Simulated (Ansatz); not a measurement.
Here is a crystal structure:

```xyz
6
Lattice="2.8073 0.0000 0.0000 0.0000 2.8073 0.0000 0.0000 0.0000 24.9253" Properties=species:S:1:pos:R:3 pbc="T T T"
Pt    1.4036    1.4036    7.5605
Pt    0.0000    0.0000    9.4978
Pt    1.4036    1.4036   11.4720
Pt    0.0000    0.0000   13.4533
Pt    1.4036    1.4036   15.4274
Pt    0.0000    0.0000   17.3648
```

Q: What would you see if this were drawn?

A: The element is platinum. The cell holds six atoms. Pt takes three kinds of site: two a cell with eight Pt at 2.77 to 2.81 Å; two a cell with twelve Pt in a cuboctahedral arrangement at 2.77 to 2.81 Å; two a cell with twelve Pt in a cuboctahedral arrangement at 2.80 to 2.81 Å. The bonds build Pt layers parallel to (001).

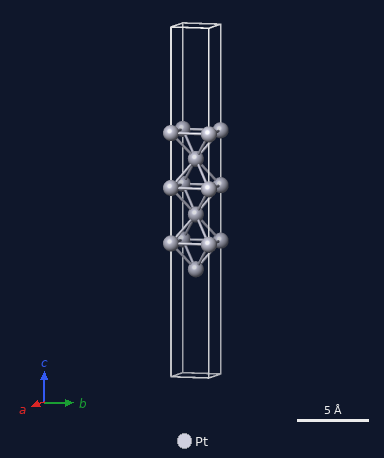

Shown here is a ball-and-stick view of the crystal, taken slightly off an axis. The edges of the simulation cell are marked.

It derives from the standard structure of this element; a slab was cut from it. The atoms were relaxed in a fixed cell with DFT PBE, scalar-relativistic, plane waves, PAW (Ansatz).
